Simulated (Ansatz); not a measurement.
# BH3O (SMILES BO) at 6 levels

Wanted: a comparison of 6 runs (UB3LYP/STO-3G, UPBE0/STO-3G, revPBE/STO-3G, wB97M-V/STO-3G, CCSDT/STO-3G, UCCSD(T)/STO-3G) of BH3O. 

The calculation is run with Ansatz 0.2.0.

### 1 Starting point

The species is BH3O (5 atoms), meant as a singlet with charge 0. SMILES: `BO`. The H5–O2 distance was set to 1.201 Å, away from the relaxed value.

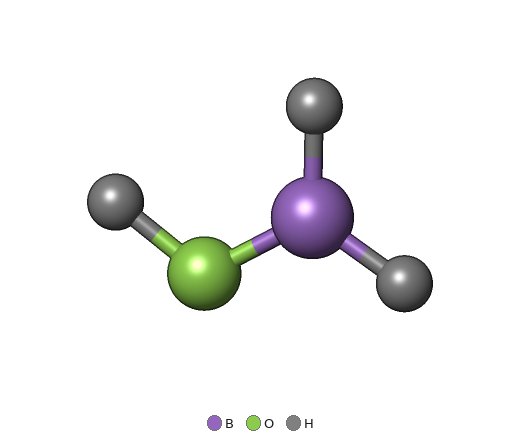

The structure, seen from a chosen angle (boron purple, oxygen green, hydrogen grey).

### 2 The energy at UB3LYP/STO-3G (run 1)

File job.yaml:

```yaml
crystal:
  periodic: [false, false, false]
  atoms:
    - {symbol: B, position_ang: [-0.341745, -0.445316, 0.264133]}
    - {symbol: O, position_ang: [0.298355, 0.709284, 0.535333]}
    - {symbol: H, position_ang: [-0.935445, -0.958016, 1.167233]}
    - {symbol: H, position_ang: [-0.305745, -0.921416, -0.838667]}
    - {symbol: H, position_ang: [0.874000, 1.171800, -0.411700]}
basis:
  gaussian:
    orbitals: STO-3G
hamiltonian:
  xc: {name: B3LYP}
magnetization:
  spin_polarized: true
  initial_magnetization: 0
accuracy: high
```

Launch:

```
$ ansatz run job.yaml --threads 1 --pin off --max-ram 2610MiB --events-out events.jsonl --progress --plain --runs-dir runs
```

The log of the run:

```text
Warning: RAYON_NUM_THREADS=1 ignored (pool sized by the plan → 1); use --threads N
Functional definition: B3LYP
  name "B3LYP"
  parameter a0 = 0.2
  parameter ax = 0.72
  parameter ac = 0.81
  exchange = (1 - a0 - ax)*slater_x + ax*b88_x + a0*exact_x
  correlation = (1 - ac)*vwn_rpa_c + ac*lyp_c
208 factors; integrals over basis functions are off by at most 2.4e-8 eV
mean field evaluation 1: about -2734.9140 eV, gradient 7.5e0 eV
mean field evaluation 2: about -2734.6461 eV, gradient 1.1e1 eV
mean field evaluation 4: about -2735.3554 eV, gradient 1.5e-1 eV
mean field evaluation 8: about -2735.3102 eV, gradient 5.6e-4 eV
mean field -2735.31024284 eV, -100.5207973645 hartree, gradient 3.1e-8 eV, S^2 0.000000; 0 other end points of the search recorded, 0 dependent functions left out
reference -2735.31026674 eV, -100.5207982428 hartree; 8, 8 occupied and 5, 5 virtual orbitals, 208 factors
Total energy: -2735.31026674 eV, -100.5207982428 hartree
```

It took 1.2 s on 1 thread of Arm Neoverse V1, shared host; peak memory 0.11 GiB.

### 3 The energy at UPBE0/STO-3G (run 2)

File input.yaml:

```yaml
crystal:
  periodic: [false, false, false]
  atoms:
    - symbol: B
      position_ang: [-0.341745, -0.445316, 0.264133]
    - symbol: O
      position_ang: [0.298355, 0.709284, 0.535333]
    - symbol: H
      position_ang: [-0.935445, -0.958016, 1.167233]
    - symbol: H
      position_ang: [-0.305745, -0.921416, -0.838667]
    - symbol: H
      position_ang: [0.874000, 1.171800, -0.411700]
basis:
  gaussian: {orbitals: STO-3G}
hamiltonian: {xc: pbe0}
accuracy: high
magnetization: {spin_polarized: true, initial_magnetization: 0}
```

Launch:

```
$ ansatz run input.yaml --threads 1 --pin off --max-ram 2610MiB --events-out events.jsonl --progress --plain --runs-dir runs
```

The log of the run:

```text
Warning: RAYON_NUM_THREADS=1 ignored (pool sized by the plan → 1); use --threads N
Functional definition: PBE0
  name "PBE0"
  parameter a = 0.25
  parameter kappa = 0.804
  parameter beta = 0.06672455060314922
  exchange = (1 - a)*pbe_x(kappa = kappa, mu = beta*pi^2/3) + a*exact_x
  correlation = pbe_c(beta = beta)
208 factors; integrals over basis functions are off by at most 2.4e-8 eV
mean field evaluation 1: about -2731.7393 eV, gradient 7.8e0 eV
mean field evaluation 2: about -2731.5156 eV, gradient 1.1e1 eV
mean field evaluation 4: about -2732.2153 eV, gradient 1.4e-1 eV
mean field evaluation 8: about -2732.1763 eV, gradient 4.9e-4 eV
mean field -2732.17632770 eV, -100.4056281073 hartree, gradient 5.4e-8 eV, S^2 0.000000; 0 other end points of the search recorded, 0 dependent functions left out
reference -2732.17632896 eV, -100.4056281537 hartree; 8, 8 occupied and 5, 5 virtual orbitals, 208 factors
Total energy: -2732.17632896 eV, -100.4056281537 hartree
```

It took 1.1 s on 1 thread of Arm Neoverse V1, shared host; peak memory 0.11 GiB.

Run 3 isn't shown in full; the table further down has it.

### 4 The energy at wB97M-V/STO-3G (run 4)

File input.yaml:

```yaml
crystal:
  periodic: [false, false, false]
  atoms:
    - {symbol: B, position_ang: [-0.341745, -0.445316, 0.264133]}
    - {symbol: O, position_ang: [0.298355, 0.709284, 0.535333]}
    - {symbol: H, position_ang: [-0.935445, -0.958016, 1.167233]}
    - {symbol: H, position_ang: [-0.305745, -0.921416, -0.838667]}
    - {symbol: H, position_ang: [0.874000, 1.171800, -0.411700]}
basis:
  gaussian: {orbitals: STO-3G}
hamiltonian: {xc: {name: wB97M-V}}
accuracy: high
```

Launch:

```
$ ansatz run input.yaml --threads 1 --pin off --max-ram 2610MiB --events-out events.jsonl --progress --plain --runs-dir runs
```

The log of the run (excerpt; [...] marks lines left out):

```text
Warning: RAYON_NUM_THREADS=1 ignored (pool sized by the plan → 1); use --threads N
Functional definition: wB97M-V
  name "wB97M-V"
[...]
  gx(w, u) = 1 - cx + cx01*u + cx10*w
  gss(w, u) = css00 + css04*u^4 + css10*w + css20*w^2 + css43*w^4*u^3
  gos(w, u) = cos00 + cos10*w + (cos20 + cos21*u)*w^2 + (cos60 + cos61*u)*w^6
[...]
      + integral(e_c_pw_mod_opposite_spin*gos(b97_w_opposite, b97_u_opposite)) + vv10(b, c)
208 factors; integrals over basis functions are off by at most 2.4e-8 eV
121 factors; integrals over basis functions are off by at most 1.2e-9 eV
[...]
mean field -2734.76027975 eV, -100.5005865938 hartree, gradient 6.9e-8 eV, S^2 0.000000; 0 other end points of the search recorded, 0 dependent functions left out
reference -2734.76028196 eV, -100.5005866751 hartree; 8, 8 occupied and 5, 5 virtual orbitals, 208 factors
Total energy: -2734.76028196 eV, -100.5005866751 hartree
```

It took 11 s on 1 thread of Arm Neoverse V1, shared host; peak memory 0.22 GiB.

Run 5 isn't shown in full; the table further down has it.

### 5 A single-point energy at UCCSD(T)/STO-3G (run 6)

File run.yaml:

```yaml
crystal:
  periodic: [false, false, false]
  atoms:
    - {symbol: B, position_ang: [-0.341745, -0.445316, 0.264133]}
    - {symbol: O, position_ang: [0.298355, 0.709284, 0.535333]}
    - {symbol: H, position_ang: [-0.935445, -0.958016, 1.167233]}
    - {symbol: H, position_ang: [-0.305745, -0.921416, -0.838667]}
    - {symbol: H, position_ang: [0.874000, 1.171800, -0.411700]}
basis:
  gaussian:
    orbitals: STO-3G
magnetization:
  spin_polarized: true
correlation:
  method: ccsd_t
  frozen_orbitals: {B: 1, H: 0, O: 1}
accuracy: high
scf:
  omitted_lower_state_checks: [cluster_reference, increment]
```

Launch:

```
$ ansatz run run.yaml --threads 1 --pin off --max-ram 2610MiB --events-out events.jsonl --progress --plain --runs-dir runs
```

The log of the run (excerpt; [...] marks lines left out):

```text
Warning: RAYON_NUM_THREADS=1 ignored (pool sized by the plan → 1); use --threads N
Functional definition: HF
  name "HF"
[...]
208 factors; integrals over basis functions are off by at most 2.4e-8 eV
[...]
mean field -2719.66033430 eV, -99.9456738334 hartree, gradient 9.7e-8 eV, S^2 0.000000; 0 other end points of the search recorded, 0 dependent functions left out
2 core orbitals not correlated: weight in the atoms' cores, before any rotation towards them, 1.000 or more for the frozen orbitals, at most 0.000 for the correlated occupied ones
reference -2719.66033430 eV, -99.9456738334 hartree; 6, 6 occupied and 5, 5 virtual orbitals, 208 factors
second order -2.66614571 eV of doubles, -0.00000000 eV of singles
cycle   1  -3.07257178 eV  change   -4.1e-1 eV  update   8.9e-2
[...]
cycle  20  -3.45789476 eV  change   -1.0e-9 eV  update  2.8e-10
perturbative correction -0.10240883 eV, -0.0037634549 hartree
Total energy: -2723.22063789 eV, -100.0765125770 hartree
Checks for a lower state left out: cluster_reference, increment
```

It took 0.14 s on 1 thread of Arm Neoverse V1, shared host.

### 6 Overview of the runs

```
run            level  frozen core orbitals  energy (Eh)  wall time
  1    UB3LYP/STO-3G                     –  -100.520798      1.2 s
  2     UPBE0/STO-3G                     –  -100.405628      1.1 s
  3    revPBE/STO-3G                     –  -100.498028     0.68 s
  4   wB97M-V/STO-3G                     –  -100.500587       11 s
  5     CCSDT/STO-3G                     2  -100.077235     0.18 s
  6  UCCSD(T)/STO-3G                     2  -100.076513     0.14 s
```

### 7 Summary of results

| quantity | value |
| --- | --- |
| run 6: total energy | -100.07651 Eh |
| run 6: correlation energy (2 core orbitals frozen) | -130.8 mEh |
| run 6: (T) correction | -3.76 mEh |
| run 6: T1 diagnostic | 0.024 |

In words: Totals of different functionals can't be ranked against each other. In runs 5, 6 the T1 diagnostic is large, so a single reference may not serve. In runs 1, 2, 3, 4, 5, 6 the basis is minimal, so dipoles, gaps and forces are rough. All runs together took 14 s, the longest 11 s.
